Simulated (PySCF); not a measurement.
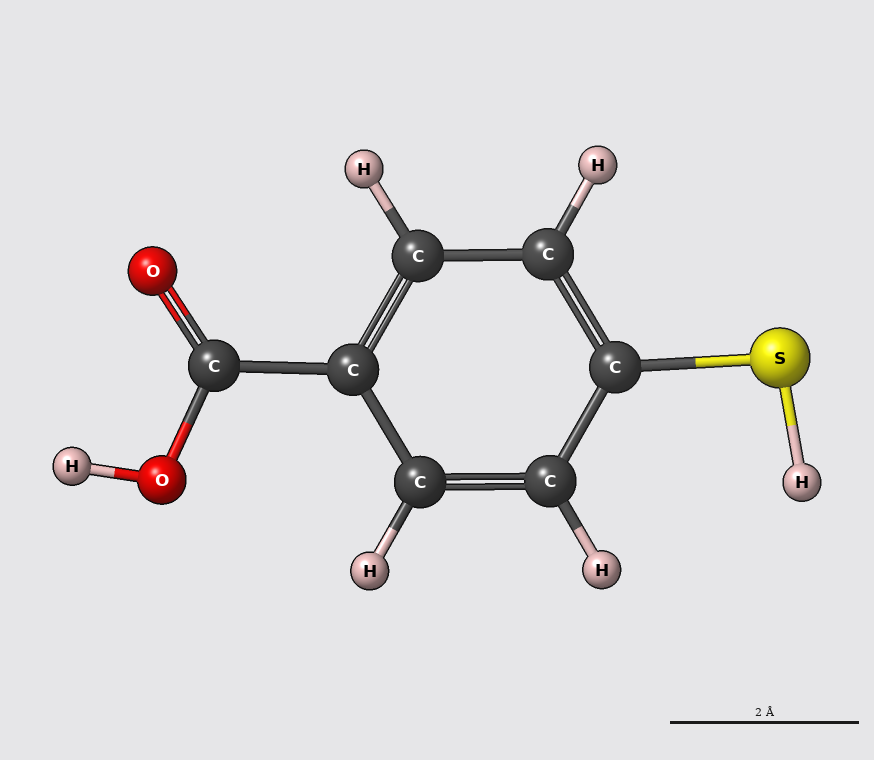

The picture shows a molecular structure as a ball-and-stick model.

The geometry was computed by an optimisation with PBE0-D3(BJ)/def2-SVP. No frequency run is at hand to confirm it as a minimum.

What does the picture show?

Formula C₇H₆O₂S. SMILES: `O=C(O)c1ccc(S)cc1`. Independent rings (smallest set): 1 of 6 members, 1 of them aromatic. Among its groups: carboxylic acid, thiol. This geometry has Cs symmetry. All atoms lie on one plane. Coordination: 7 C trigonal planar; 1 O bent; 1 S bent.

The parts below concern this one geometry. Atoms keep their numbers from picture to picture.

### Shape

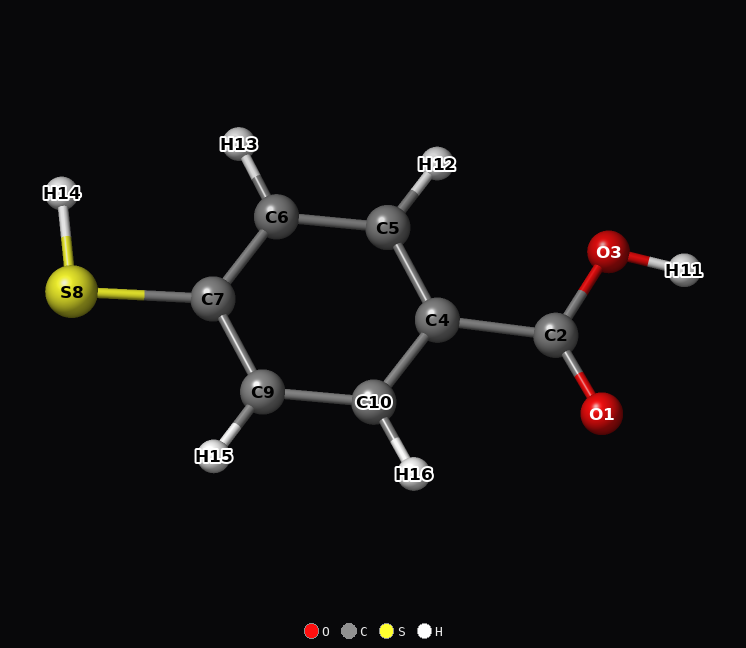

The atoms are numbered. No frequency run is at hand to confirm it as a minimum.

Estimate the angles O1–C2–O3, O1–C2–C4, C2–O3–H11, C2–C4–C5, C2–C4–C10, O3–C2–C4, C4–C10–C9, C5–C4–C10, C5–C6–C7, C6–C7–C9, C7–C9–H15, C10–C9–H15.

```tsv
angle	degrees
O1–C2–O3	122.3
O1–C2–C4	124.6
C2–O3–H11	106.0
C2–C4–C5	122.5
C2–C4–C10	118.2
O3–C2–C4	113.1
C4–C10–C9	120.6
C5–C4–C10	119.3
C5–C6–C7	120.2
C6–C7–C9	119.4
C7–C9–H15	119.9
C10–C9–H15	120.0
```

### Ring current

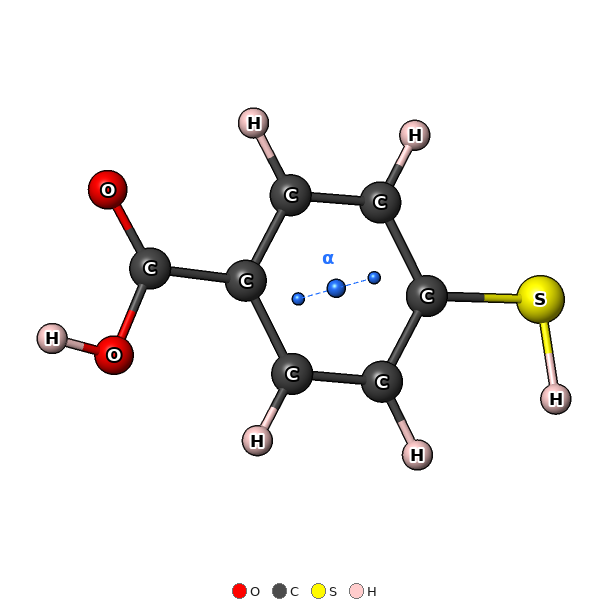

The small points mark where nucleus-independent chemical shifts (NICS) were computed: at the centre of each lettered ring and 1 Å above and below it. No frequency run is at hand to confirm it as a minimum. Method: GIAO PBE0/pcSseg-1 NMR shielding, non-relativistic, IEF-PCM chloroform (PySCF 2.14.0).

Give NICS(0), NICS(1) and the out-of-plane component NICS(1)zz for each ring (means of the two sides).

| ring | members | NICS(0) | NICS(1) | NICS(1)zz |
| --- | --- | --- | --- | --- |
| α | C6 | −7.8 | −10.4 | −24.4 |

Values in ppm.

**What do the values say about the ring currents?**

Ring α: diatropic, as in an aromatic ring. NICS is one index among several.

### Excitation

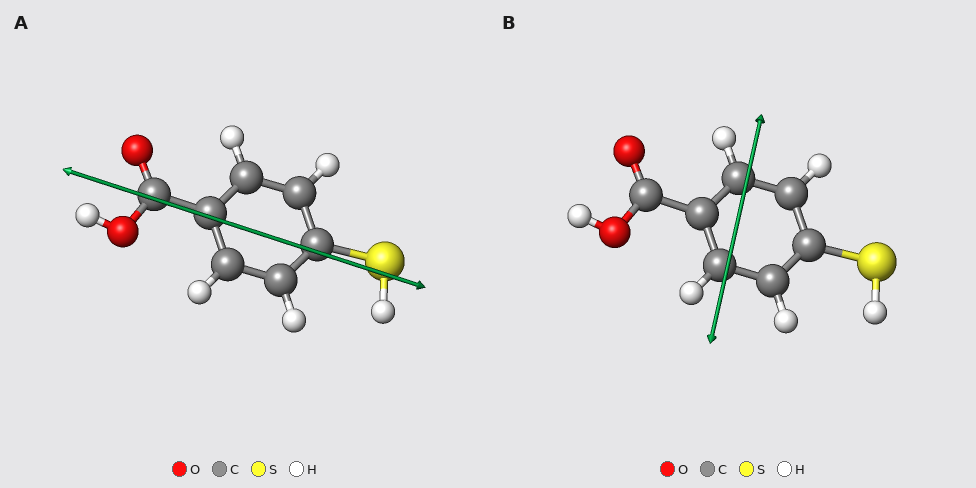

The double arrows show the directions of two transition dipoles from the ground state (lengths mean nothing). No frequency run is at hand to confirm it as a minimum. Method: TDDFT ωB97X-D/def2-SVPD, vertical, IEF-PCM benzene (non-equilibrium linear response), core orbitals frozen in the response (PySCF 2.14.0).

**One belongs to singlet state 1 and one to singlet state 5. Which is which?**

A: state 1, 4.77 eV (260 nm), oscillator strength 0.61, mainly HOMO → LUMO (weight 0.94).
B: state 5, 5.86 eV (212 nm), oscillator strength 0.22, mainly HOMO−1 → LUMO (weight 0.53).

### Polarisability

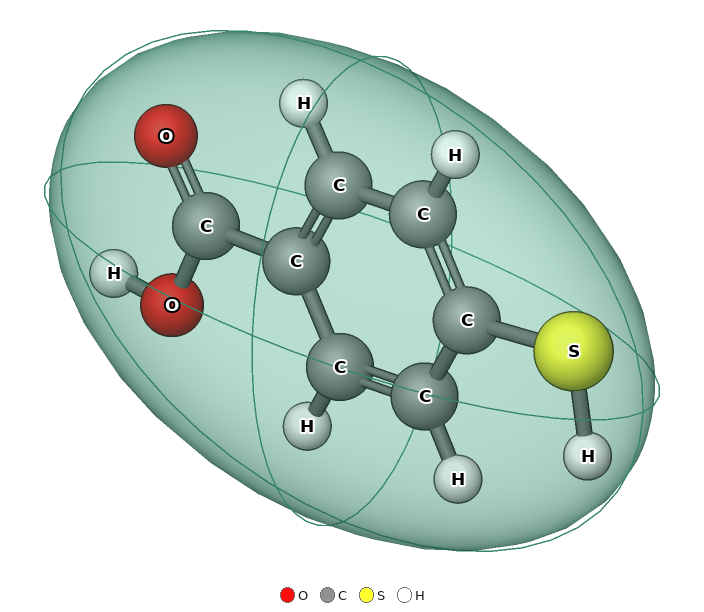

The ellipsoid shows the static dipole polarisability: its half-axes are proportional to the principal values. No frequency run is at hand to confirm it as a minimum. Method: ωB97X-D/def2-SVPD in chloroform (IEF-PCM) (PySCF 2.14.0).

**How large and how anisotropic is the polarisability?**

Principal values 81.9, 140.2, 215.1 bohr³; mean 145.7 bohr³ (21.59 Å³); anisotropy 115.7 bohr³, so the longest axis is 2.63 times the shortest.

### Charges

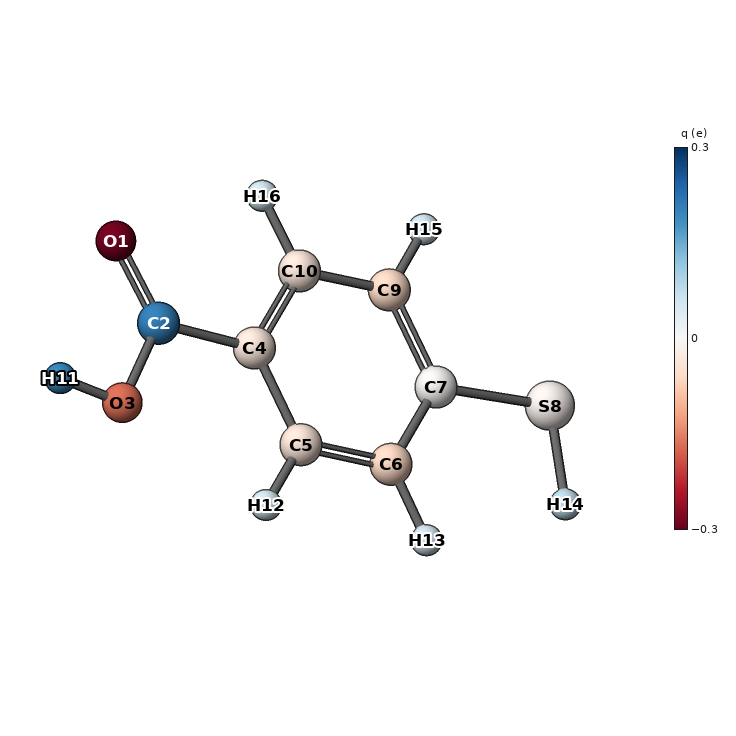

Atoms are coloured by their Hirshfeld charges. No frequency run is at hand to confirm it as a minimum. Properties computed with PBE0/pcSseg-1 in benzene (IEF-PCM) (PySCF 2.14.0).

Give the Hirshfeld charges atom by atom.

```json
{"atom": "O1", "value (e)": "−0.29"}
{"atom": "C2", "value (e)": "0.20"}
{"atom": "O3", "value (e)": "−0.16"}
{"atom": "C4", "value (e)": "−0.03"}
{"atom": "C5", "value (e)": "−0.04"}
{"atom": "C6", "value (e)": "−0.06"}
{"atom": "C7", "value (e)": "−0.01"}
{"atom": "S8", "value (e)": "−0.01"}
{"atom": "C9", "value (e)": "−0.06"}
{"atom": "C10", "value (e)": "−0.03"}
{"atom": "H11", "value (e)": "0.19"}
{"atom": "H12", "value (e)": "0.05"}
{"atom": "H13", "value (e)": "0.06"}
{"atom": "H14", "value (e)": "0.07"}
{"atom": "H15", "value (e)": "0.06"}
{"atom": "H16", "value (e)": "0.06"}
```
